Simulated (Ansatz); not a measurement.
## A computed series for TiO2: pressure series

The parent structure is TiO2 in the rutile structure (space group P4_2/mnm, No. 136; a = 4.644 Å, c = 2.964 Å).

Cell and atoms are relaxed at each pressure.

The values are results of plane-wave PAW DFT at the PBE level (Ansatz, a quantum-chemistry and plane-wave program, 420 eV), no spin-orbit coupling, earlier PAW set, not measurements.

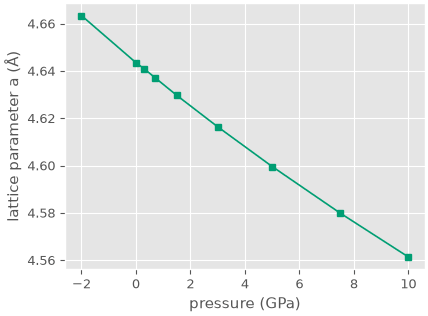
Lattice parameter a against pressure

From the plot, what is the lattice parameter a for pressure 0.3 GPa?

About 4.641 Å.

Is the trend monotonic over the range shown?

Yes, it falls throughout, spanning 4.561 Å to 4.663 Å.

Load acts through the strain it causes; cell and atoms are relaxed under it. Stability against distortions was not tested. No other phases were tried under pressure. All final runs are without spin polarisation.
